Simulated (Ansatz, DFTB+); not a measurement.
## Loss of C2H6: C3H7N → HNC + C2H6

Species: C3H7N (N-methylethenamine) `C=CNC`, singlet; HNC `[C-]#[NH+]`, singlet; C2H6 (ethane) `CC`, singlet. 

Shapes, held fixed at every level: PBE0-D4/def2-TZVP. Flexible molecules stand in one conformer, not always the lowest. Programs: Ansatz 0.2.0, DFTB+ 25.1. The zero-point and thermal change to 298 K, harmonic and unscaled (PBE0-D4/def2-TZVP), is -12.8 kJ/mol.

```tsv
level	kind	ΔH(298 K) (kJ/mol)	less CCSD(T)/CBS estimate
DFTB2	semi-empirical	-63.5	-107.0
r2SCAN-D4/def2-TZVPP	meta-GGA	+69.4	+25.9
BHLYP-D4/def2-TZVPP	global hybrid	+53.3	+9.8
PBE0-D4/def2-TZVPP	global hybrid	+77.4	+33.9
wB97M-V/def2-TZVPP	range-separated hybrid	+43.9	+0.4
CCSD/def2-SVP	coupled cluster or CI	+30.2	-13.3
CCSD/def2-TZVPP	coupled cluster or CI	+32.1	-11.4
CCSD(T)/CBS estimate	coupled cluster or CI	+43.5	0.0
```

The highest level, CCSD(T)/CBS estimate, gives ΔH(298 K) = +43.5 kJ/mol; the levels span -63.5 to +77.4. They disagree on the sign: 7 of 8 are positive. DFTB2 strays far from the other rows. The column of differences is taken from that level and isn't an error. No measured value is set beside it here. The CBS estimate extrapolates MP2 from def2-TZVPP and def2-QZVPP and adds CCSD(T) − MP2 in the triple-zeta set, cores frozen.

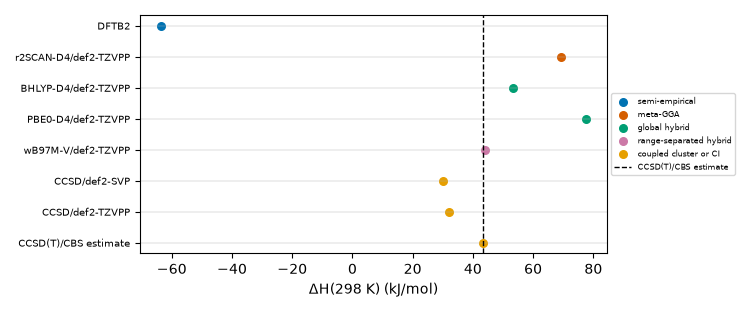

The values of the table, level by level.
